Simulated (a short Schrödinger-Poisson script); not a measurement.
Structure: symmetric double-gate stack, HfO2 on p-type Si(100), at 77 K.

```tsv
layer	material	thickness (nm)	Na (cm⁻³)
1	HfO2	9	-
2	Si	3	6e15
3	HfO2	9	-
```

Constants are typed, rounded textbook-type inputs, not results; the design itself was drawn at random and stands for no fabricated device. HfO2: permittivity 22, conduction-band edge (eV) 1.55, gap (eV) 5.7, electron mass (mₑ) 0.2. Si: permittivity 11.7, conduction-band edge (eV) 0, gap (eV) 1.124, Nv at 300 K (cm⁻³) 3.1e19.

Channel valleys (confinement mass, in-plane density-of-states mass, number): Δ2 0.916, 0.19, 2; Δ4 0.19, 0.417, 4. At the gates, both at one voltage, the conduction-band edge of layer 1 lies 1.68 eV − eVg above the Fermi level of the channel. Gaps are held at their typed values at every temperature. Mesh 0.03 nm at interfaces.

From a short Schrödinger-Poisson script (our own, NumPy): 1D Poisson equation in equilibrium, electrons quantum, Hartree (BenDaniel-Duke, 12 states a valley, the channel's in-plane mass for all, wave functions ending at the dielectric), parabolic valleys, classical holes, full ionisation, no traps, pinning or gate leakage.

Only gate voltages with over 1e8 electrons/cm² are shown.

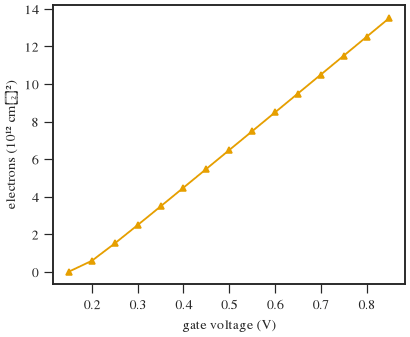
*Sheet density against gate voltage*

```tsv
Vg (V)	electrons (cm⁻²)	C (μF/cm²)	Δ2 E0 (meV)	Δ2 E1 (meV)	Δ4 E0 (meV)	Δ4 E1 (meV)
0.15	1.92e10	0.432	26.5	163.3	200.8	860.1
0.2	5.96e11	2.75	1.8	137.7	176.1	834.6
0.25	1.52e12	3.08	-7.8	126.8	166.5	823.6
0.3	2.50e12	3.16	-15.1	118.1	159.2	815.0
0.35	3.49e12	3.19	-21.7	110.0	152.6	806.9
0.4	4.48e12	3.20	-28.2	102.2	146.2	799.1
0.45	5.48e12	3.21	-34.5	94.4	139.9	791.4
0.5	6.49e12	3.21	-40.8	86.7	133.6	783.7
0.55	7.49e12	3.21	-47.2	79.0	127.4	776.1
0.6	8.49e12	3.22	-53.5	71.3	121.1	768.4
0.65	9.50e12	3.22	-59.8	63.6	114.9	760.8
0.7	1.05e13	3.22	-66.2	56.0	108.6	753.2
0.75	1.15e13	3.22	-72.5	48.3	102.4	745.7
0.8	1.25e13	3.23	-78.8	40.7	96.2	738.1
0.85	1.35e13	3.23	-85.1	33.1	90.0	730.6
```

Subbands count from the Fermi level. The capacitance is that of both gates.
